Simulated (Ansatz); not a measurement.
SnH5O2F: several calculations on one system

**1. Relaxation**

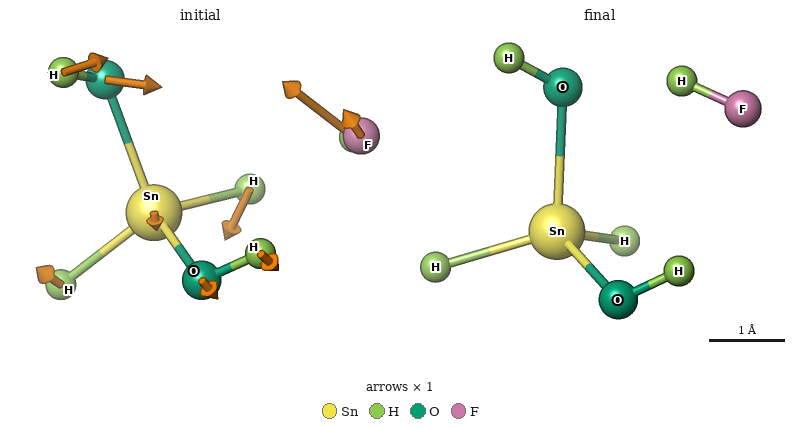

The structure of SnH5O2F before (left) and after (right) a relaxation, at one scale. The orange arrows give the displacements, at their true length.

A ball-and-stick model, seen face on.

The run prepares an end point of a later path (reaction) calculation, from a guessed geometry.

Method: RHF/def2-SVP (Ansatz 0.2.0). Set-up: no spin polarisation; force threshold 0.03 eV/Å; at most 50 steps.

### Summarise the run.

After 24 accepted moves (30 points after the start) the energy has fallen by 11.9 kcal/mol. Largest force component: 0.41 eV/Å at the start, 0.021 eV/Å at the end. The line search rejected the trial steps at points 2, 7, 9, 15, 24, 29 of the run. An H atom moves most after the best rigid fit: 1.59 Å. By element the largest moves are H 1.59 Å, O 0.79 Å, F 0.53 Å, Sn 0.30 Å. Some distances before and after: H–Sn 1.730 → 1.692 Å, O–Sn 1.959 → 1.996 Å, F–H 0.910 → 0.922 Å. Bond angles that change, for instance: O–Sn–O 109.6° → 104.4°, H–Sn–H 114.9° → 118.1°, O–Sn–H 111.1° → 108.6°. Groups turn about O–Sn by about 45°, O–Sn by about 25°.

Limits of the set-up: Hartree-Fock leaves out electron correlation.

**2. Relaxation**

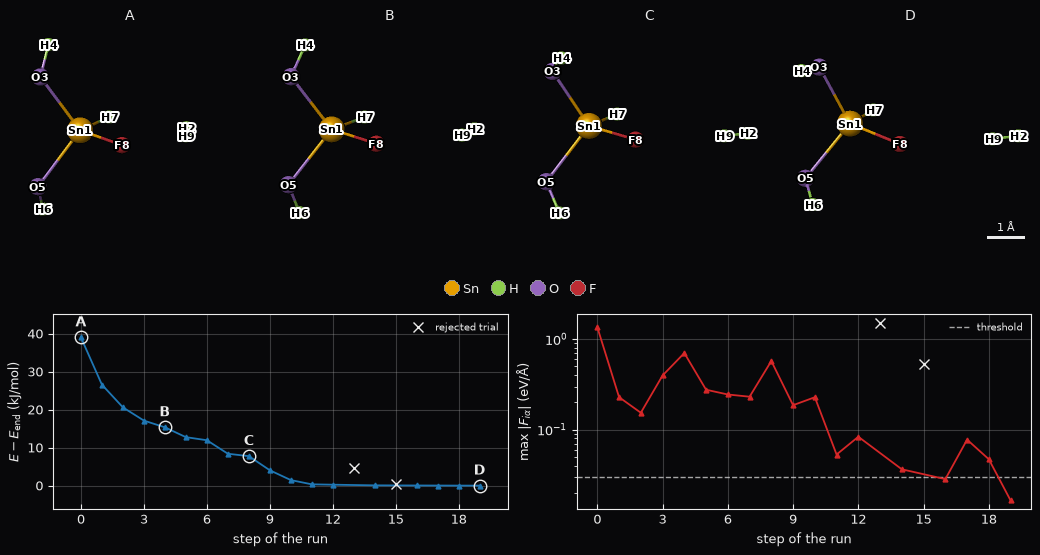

Frames of a relaxation of SnH5O2F, marked on the history of the run. Style: ball-and-stick. Shown at a tilt.

The run prepares an end point of a later path (reaction) calculation, from a guessed geometry.

Computed with RHF/def2-SVP in Ansatz 0.2.0. (no spin polarisation; force threshold 0.03 eV/Å; at most 50 steps)

**What happens along the run?**

The largest move after the best rigid fit is that of H2, 1.58 Å. Largest moves by element: H 1.58 Å, F 0.72 Å, Sn 0.59 Å, O 0.52 Å. Near-neighbour distances that change, for instance: H2–H9 0.711 → 0.748 Å, Sn1–F8 1.891 → 1.920 Å, Sn1–H7 1.687 → 1.679 Å, Sn1–O3 1.942 → 1.936 Å. Bond angles that change, for instance: H7–Sn1–F8 113.9° → 110.8°, O3–Sn1–O5 107.1° → 110.1°, O5–Sn1–H7 112.9° → 115.2°. Groups turn about Sn1–O3 by about 165°, Sn1–O5 by about 105°. After 17 accepted moves (19 points after the start) the energy has fallen by 39.0 kJ/mol. Largest force component: 1.4 eV/Å at the start, 0.017 eV/Å at the end. The line search rejected the trial steps at points 13, 15 of the run. The forces were under the threshold at step 16, but the run went on from there. Cost: 43 s on 1 thread of Arm Neoverse V2 (shared host), peak memory 0.18 GiB. From step 0 to 4: H2 moves most (0.78 Å), energy −23.7 kJ/mol. From step 4 to 8: H4 moves most (0.63 Å), energy −7.59 kJ/mol. From step 8 to 19: H4 moves most (0.65 Å), energy −7.76 kJ/mol.

Limits of the set-up: Hartree-Fock leaves out electron correlation.

**3. Path**

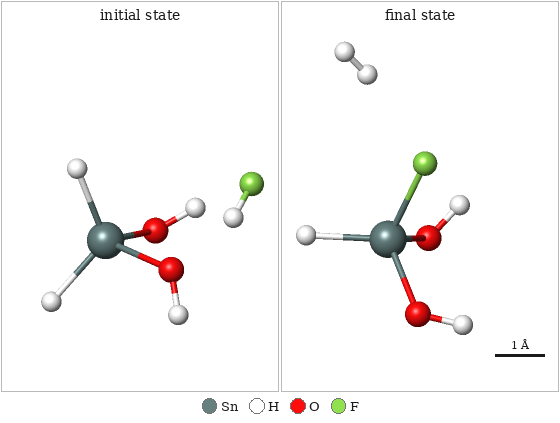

The two relaxed end points of a path for SnH₅O₂F. The picture is a ball-and-stick view, seen from a free direction.

Method: RHF/def2-SVP (Ansatz 0.2.0).

Set-up: 7 movable images; climbing image; force threshold 0.05 eV/Å; iteration limit 60.

Start:
```xyz
9

Sn   -0.3631   -0.5427    0.1835
H    -0.5701   -0.7802    1.8462
O     1.5570   -0.0394   -0.0276
H     2.0126   -0.2640   -0.8252
O    -1.3446    1.0021   -0.4887
H    -1.0312    1.8384   -0.1705
H    -0.6997   -1.8400   -0.8565
F     1.0620    2.2837    0.9175
H     1.5033    1.5578    0.5595
```

End:
```xyz
9

Sn    0.0096   -0.0211   -0.6107
H     0.4366    0.0652    4.0726
O     1.6445   -0.3926   -1.5780
H     2.1100    0.3189   -1.9924
O    -1.1080    1.1958   -1.6304
H    -1.2214    2.0758   -1.3022
H    -0.7377   -1.4463   -0.1306
F     0.4957    1.0406    0.9134
H     0.4969    0.3793    3.3967
```

What barrier does the band find between them, and by what path?

The energy climbs by 2.44 eV to image 4 and then falls by 2.22 eV, so the end point sits at +0.22 eV. Breaking: F8–H9 (0.92 → 1.19 at the top → 2.57 Å), Sn1–H2 (1.69 → 2.02 at the top → 4.70 Å). Forming: H2–H9 (3.38 → 0.98 at the top → 0.75 Å), Sn1–F8 (3.25 → 2.11 at the top → 1.92 Å). The band converged in 25 iterations. The largest component of the band force went from 220 to 0.049 eV/Å. The climbing image converged on the top of the path. Its vibrational analysis gives one imaginary mode (1674i cm⁻¹), as a transition state must have.

Energies of the converged images:

| image | path (Å) | E (eV) |
| --- | --- | --- |
| 0 | 0.00 | 0.000 |
| 1 | 1.33 | 0.075 |
| 2 | 2.66 | 0.437 |
| 3 | 3.98 | 0.694 |
| 4 | 5.31 | 2.437 |
| 5 | 6.66 | 0.648 |
| 6 | 8.02 | 0.327 |
| 7 | 9.37 | 0.225 |
| 8 | 10.72 | 0.216 |

The geometry at the top of the path:

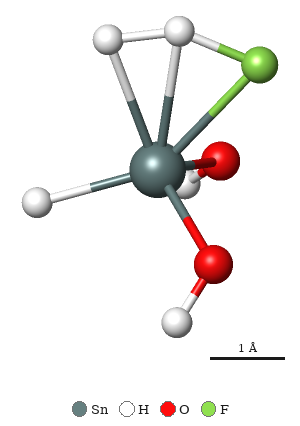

Limits of the set-up: Hartree-Fock leaves out electron correlation.

Cost: 5.6 min on 1 thread of Arm Neoverse V2 (shared host), peak memory 0.19 GiB.
